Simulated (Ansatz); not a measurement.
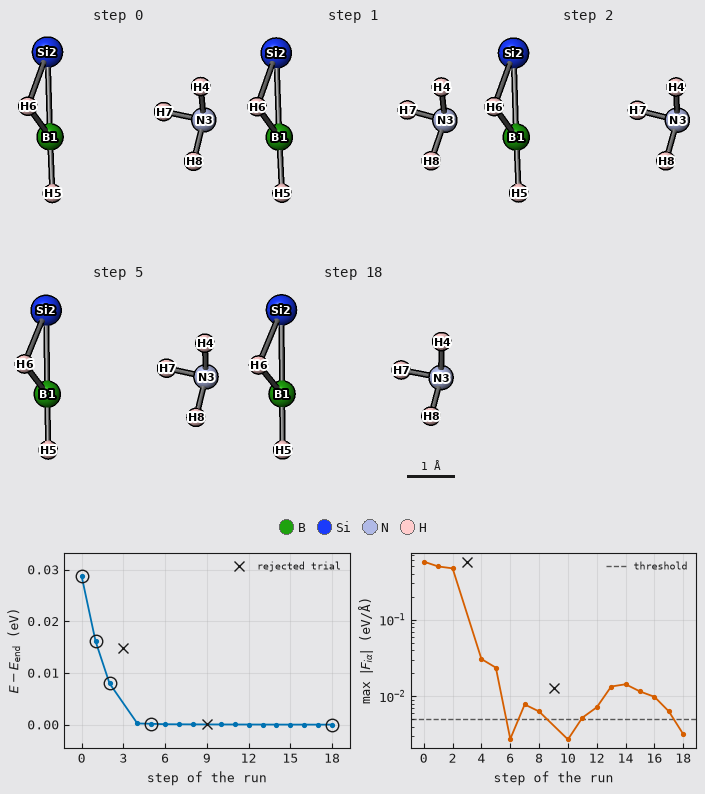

Frames of a relaxation of BSiNH5 (charge −1), marked on the history of the run. A ball-and-stick model, seen at a tilt.

It is one of the separated reactants of a reaction.

Level of theory: RKS PBE0-D4/def2-TZVPD in Ansatz.

Input file:
```yaml
crystal:
  periodic: [false, false, false]
  atoms:
    - {symbol: B, position_ang: [-0.346294, 1.174252, -0.458203]}
    - {symbol: Si, position_ang: [1.275823, 1.952090, -0.166013]}
    - {symbol: N, position_ang: [1.042854, -1.849614, 0.708621]}
    - {symbol: H, position_ang: [1.481581, -1.617249, 1.609780]}
    - {symbol: H, position_ang: [-1.424237, 0.643691, -0.655818]}
    - {symbol: H, position_ang: [-0.201664, 1.713935, 0.755730]}
    - {symbol: H, position_ang: [0.976659, -0.920840, 0.235849]}
    - {symbol: H, position_ang: [0.064517, -2.060179, 0.949285]}
basis:
  gaussian: {orbitals: def2-TZVPD}
total_charge: -1
hamiltonian: {xc: pbe0, dispersion: d4}
relax: {f_tol: 0.005, max_steps: 200}
```

Command:
```bash
ansatz run in.yaml --threads 2 --pin off --events-out ev --progress --plain --max-ram 4352MiB
```

Question: What happens along the run?

Answer: H4 moves most after the best rigid fit: 0.14 Å. By element the largest moves are H 0.14 Å, B 0.07 Å, N 0.06 Å, Si 0.06 Å. Near-neighbour distances that change, for instance: Si2–H6 1.758 → 1.726 Å, B1–Si2 1.823 → 1.799 Å, B1–H5 1.218 → 1.198 Å, N3–H7 1.044 → 1.027 Å. After 16 accepted moves (18 points after the start) the energy has fallen by 0.029 eV. The largest force component goes from 0.58 to 0.0032 eV/Å. The line search rejected the trial steps at points 3, 9 of the run. The forces were under the threshold at step 6, but the run went on from there. The run took 56 s on 2 threads of Arm Neoverse V1 (shared host). From step 0 to 1: H7 moves most (0.19 Å), energy −0.013 eV. From step 1 to 2: H7 moves most (0.11 Å), energy −0.008 eV. From step 2 to 5: Si2 moves most (0.07 Å), energy −0.008 eV. From step 5 to 18: H atoms move most (0.08 Å), energy 0.000 eV.

```tsv
step	E − E(0), eV	largest force component, eV/Å	note
0	0.0000	0.5767	
1	-0.0126	0.4990	
2	-0.0207	0.4711	
3	-0.0139	0.5686	rejected
4	-0.0284	0.0307	
5	-0.0285	0.0237	
6	-0.0286	0.0028	
7	-0.0286	0.0078	
8	-0.0286	0.0063	
9	-0.0286	0.0129	rejected
10	-0.0286	0.0027	
11	-0.0286	0.0053	
12	-0.0286	0.0072	
13	-0.0287	0.0134	
14	-0.0287	0.0144	
15	-0.0287	0.0116	
16	-0.0287	0.0098	
17	-0.0287	0.0063	
18	-0.0287	0.0032
```

Limits of the set-up: the start holds two separate molecules, 2.6 Å apart at their closest, whose relative position is a soft coordinate.
